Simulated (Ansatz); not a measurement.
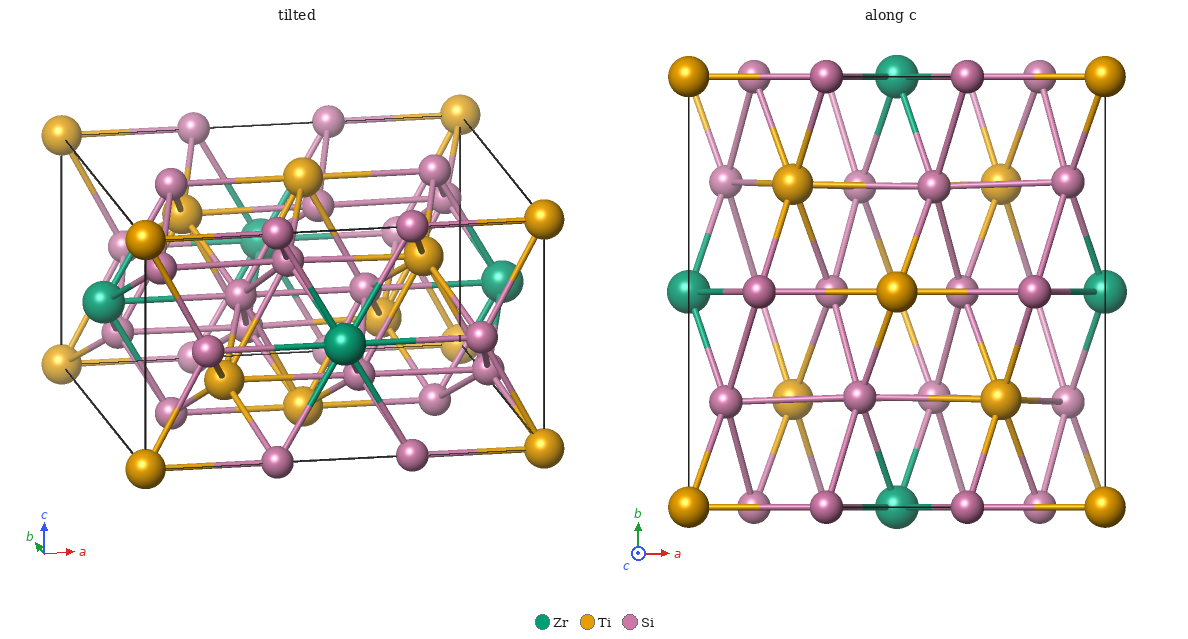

Drawn in the ball-and-stick manner and seen slightly off an axis and along the c axis. The conventional unit cell is outlined; an atom on or near a face, edge or corner is repeated at each equivalent position.

ZrTi3Si8, space group C222 (No. 21), a = 8.393 Å, b = 8.679 Å, c = 4.886 Å, α = 90.00°, β = 90.00°, γ = 90.00°. Origin of the cell: a structure type filled with these elements by a generator (whether the compound takes this form wasn't checked). Earlier steps of the study may have refined or changed the cell and positions. It was run through Ansatz as a DFT input.

This one geometry was computed with Ansatz (DFT, plane waves, PAW) at three levels of theory: LDA, PBE and r2SCAN.

### Which level gives the highest pressure at this volume, and what does that say about its equilibrium volume?

Highest: PBE (0.0 GPa), which points to the largest equilibrium volume. Lowest, with the smallest volume: LDA (-6.6 GPa). Levels within 0.5 GPa of each other can't be told apart.

### How does the band gap change with the level of theory?

All levels give a metal.

### Collect the results in a table.

| level | cutoff (eV) | k-mesh of the run's cell | gap (eV) | pressure (GPa) |
| --- | --- | --- | --- | --- |
| LDA | 420 | 6×6×8 | metal | -6.6 |
| PBE | 420 | 6×6×8 | metal | 0.0 |
| r2SCAN | 500 | 6×6×8 | metal | -1.8 |

Gaps are taken on the k-mesh or band path of each run.
